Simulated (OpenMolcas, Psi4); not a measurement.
**CH6BN: a line through the functionals**

The species is CH6BN (9 atoms), meant as a singlet with charge 0. SMILES: `CBN`. The coordinates come from a PBE0-D4/def2-TZVP relaxation.

The vertical energy of the triplet above the singlet y, in eV, basis cc-pVDZ; a is the functional's share of exact exchange. Programs: OpenMolcas 26.06, Psi4 1.11.

| functional | program | a | y (eV) |
| --- | --- | --- | --- |
| revPBE | Psi4 | 0 | 6.38 |
| PBE | OpenMolcas | 0 | 6.39 |
| TPSSh | Psi4 | 0.1 | 6.53 |
| B3LYP | Psi4 | 0.2 | ? |
| PBE0 | Psi4 | 0.25 | 6.57 |
| BHLYP | OpenMolcas | 0.5 | 6.63 |

Q: Fit y = c + s·a to the known rows and predict B3LYP.

A: 
1. Means of the 5 rows: a = 0.1700, y = 6.500.
2. Σ(Δa)² = 0.178, Σ(Δa·Δy) = 0.0855, so the slope is 0.0855/0.178 = 0.48034.
3. Intercept: 6.500 − (0.48034) × 0.1700 = 6.418. The largest residual of the fit is 0.064.
4. B3LYP: 6.418 + (0.48034) × 0.2 = 6.51 eV.

The run gave 6.72 eV, so the prediction is off by -0.21 eV, more than the largest residual. The rows mix families of semi-local functionals, which the line can't see.

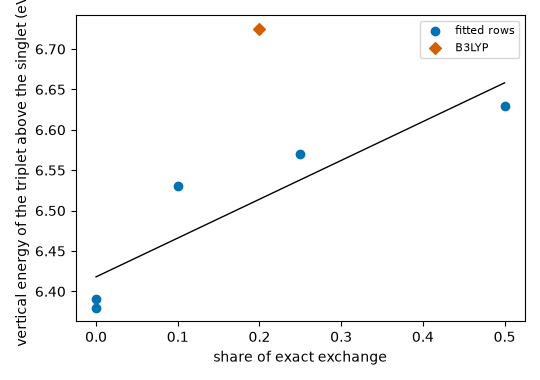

The fitted line, with the withheld row.
